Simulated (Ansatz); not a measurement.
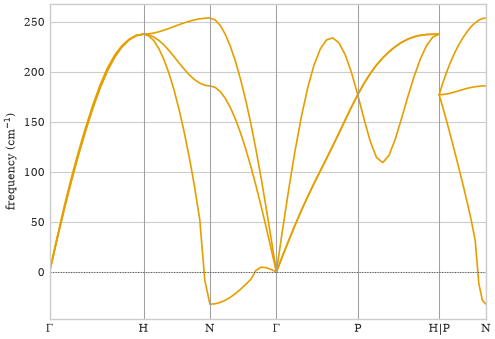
*Phonon dispersion of Mg (bcc (W type), Im-3m), DFT-PBEsol in the program Ansatz with PAW potentials; imaginary frequencies are drawn negative*

Question: Is this phase dynamically stable?

Answer: No: a branch reaches about 32i cm⁻¹ at N.

Question: How high does the spectrum reach?

Answer: About 250 cm⁻¹ (7.6 THz).

The first step of the workflow began from a Materials Project structure, measured or hypothetical; the Crystallography Open Database copy checked does not list it. It is not the phase usual at ambient conditions (space group No. 194). The PBEsol relaxation kept the symmetry of its start. At this level the phase is mechanically unstable. As this level gives no gap, phonon frequencies hold no LO–TO term and depend on the k-mesh and smearing (Fermi–Dirac, 0.1 eV here).

Potentials: the later of the program's two PAW sets.
